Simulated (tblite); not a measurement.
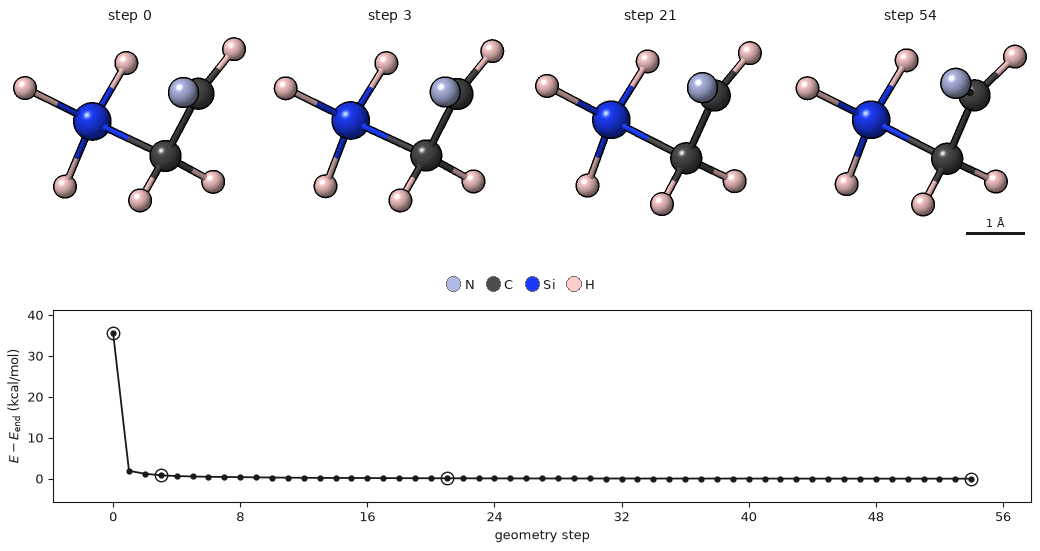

Frames of a relaxation of C₂H₆NSi (multiplicity 2), marked on the history of the run. A ball-and-stick model, seen from a free direction.

Method: tblite, GFN2-xTB geometry optimisation, gas phase. 

Q: What happens along the run?

A: The largest move after the best rigid fit is that of the N atom, 0.32 Å. By element the largest moves are N 0.32 Å, H 0.13 Å, C 0.09 Å, Si 0.05 Å. Near-neighbour distances that change, for instance: C–N 1.473 → 1.220 Å, C–Si 1.873 → 1.914 Å, H–Si 1.490 → 1.459 Å, C–H 1.085 → 1.102 Å. Bond angles that change, for instance: C–C–H 121.0° → 112.1°, N–C–C 120.0° → 127.4°, C–C–Si 113.6° → 109.5°. The energy falls by 35.6 kcal/mol in 54 geometry steps. Cost: 0.17 s on 1 thread of Arm Neoverse V2, on a shared host. From step 0 to 3: the N atom moves most (0.15 Å), energy −34.8 kcal/mol. From step 3 to 21: the N atom moves most (0.10 Å), energy −0.73 kcal/mol. From step 21 to 54: the N atom moves most (0.15 Å), energy −0.10 kcal/mol.
